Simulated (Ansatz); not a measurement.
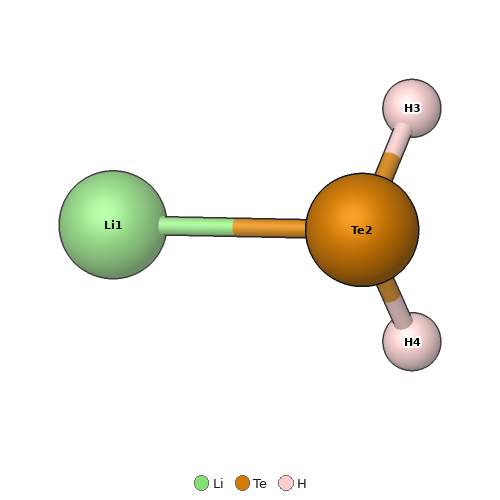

The system is H2LiTe, charge +1; the picture shows the reference structure. 
- Coordinates scanned: (1) separation of Te2 and Li1 along their line in the relaxed pair; (2) sideways slip of Li1.
- Nothing is relaxed (both partners rigid).
- Grid: 15 × 15 points; 120 points were computed and 105 follow by symmetry.
- Points are written as (first, second).
- All energies are given in eV relative to the lowest grid point.
- These are results of RKS PBE0-D4/def2-TZVPD (Ansatz 0.2.0), not measurements.

Its coordinates:

| atom | x (Å) | y (Å) | z (Å) |
| --- | --- | --- | --- |
| Li | -0.5541 | 0.5881 | -2.0029 |
| Te | 0.4576 | 0.5224 | 0.5496 |
| H | 1.0577 | -1.0063 | 0.3150 |
| H | -0.9612 | -0.1042 | 1.1383 |

Range: separation of Te2 and Li1 along their line in the relaxed pair from 2.307 to 3.707 Å; sideways slip of Li1 from −2.200 to 2.200 Å.

> Predict the map.

The lowest grid point is at (2.735 Å, 0.000 Å). It is the only kind of minimum in the scanned range. The highest grid point, (3.707 Å, −2.200 Å), lies 0.729 eV above the lowest. Round the minimum the two coordinates are nearly uncoupled.

```tsv
second ↓, first →	2.307	2.342	2.399	2.469	2.549	2.638	2.735	2.838	2.947	3.061	3.181	3.306	3.435	3.569	3.707
2.200	0.445	0.446	0.447	0.451	0.460	0.475	0.495	0.518	0.544	0.573	0.603	0.634	0.665	0.697	0.729
1.886	0.336	0.338	0.342	0.348	0.356	0.364	0.378	0.401	0.431	0.466	0.503	0.542	0.582	0.622	0.661
1.571	0.237	0.235	0.234	0.238	0.248	0.262	0.279	0.297	0.322	0.358	0.401	0.448	0.496	0.544	0.591
1.257	0.190	0.177	0.161	0.152	0.152	0.161	0.181	0.206	0.232	0.263	0.306	0.358	0.414	0.470	0.525
0.943	0.210	0.180	0.141	0.108	0.089	0.085	0.097	0.122	0.154	0.189	0.228	0.281	0.341	0.405	0.467
0.629	0.285	0.234	0.166	0.105	0.063	0.041	0.040	0.058	0.091	0.131	0.172	0.222	0.285	0.353	0.421
0.314	0.370	0.300	0.207	0.122	0.059	0.021	0.009	0.021	0.051	0.093	0.138	0.187	0.250	0.320	0.392
0.000	0.407	0.330	0.226	0.132	0.061	0.016	0.000	0.009	0.038	0.080	0.126	0.175	0.238	0.309	0.382
−0.314	0.370	0.300	0.207	0.122	0.059	0.021	0.009	0.021	0.051	0.093	0.138	0.187	0.250	0.320	0.392
−0.629	0.285	0.234	0.166	0.105	0.063	0.041	0.040	0.058	0.091	0.131	0.172	0.222	0.285	0.353	0.421
−0.943	0.210	0.180	0.141	0.108	0.089	0.085	0.097	0.122	0.154	0.189	0.228	0.281	0.341	0.405	0.467
−1.257	0.190	0.177	0.161	0.152	0.152	0.161	0.181	0.206	0.232	0.263	0.306	0.358	0.414	0.470	0.525
−1.571	0.237	0.235	0.234	0.238	0.248	0.262	0.279	0.297	0.322	0.358	0.401	0.448	0.496	0.544	0.591
−1.886	0.336	0.338	0.342	0.348	0.356	0.364	0.378	0.401	0.431	0.466	0.503	0.542	0.582	0.622	0.661
−2.200	0.445	0.446	0.447	0.451	0.460	0.475	0.495	0.518	0.544	0.573	0.603	0.634	0.665	0.697	0.729
```

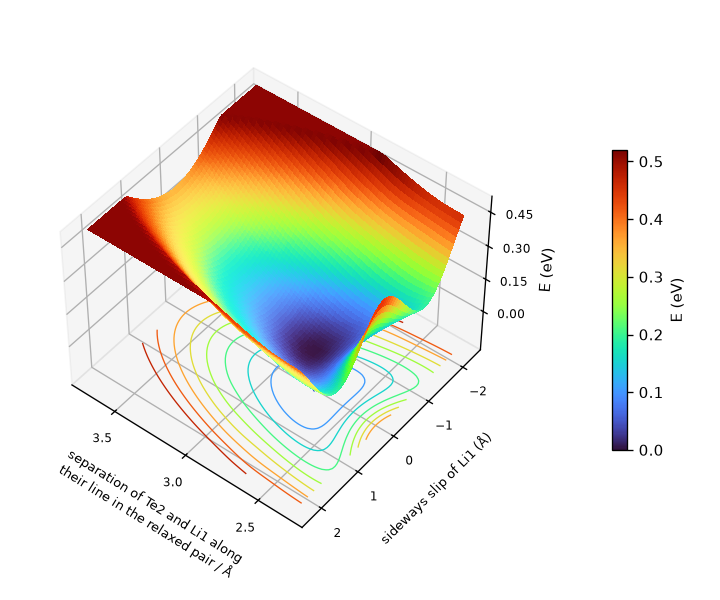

In the figure: a relief with its contours projected below, any walls above the top of the colour scale cut off. Between grid points the surface is interpolated.

The whole map (120 points run) took 7.3 min on 1 thread of Arm Neoverse N1 (shared host).
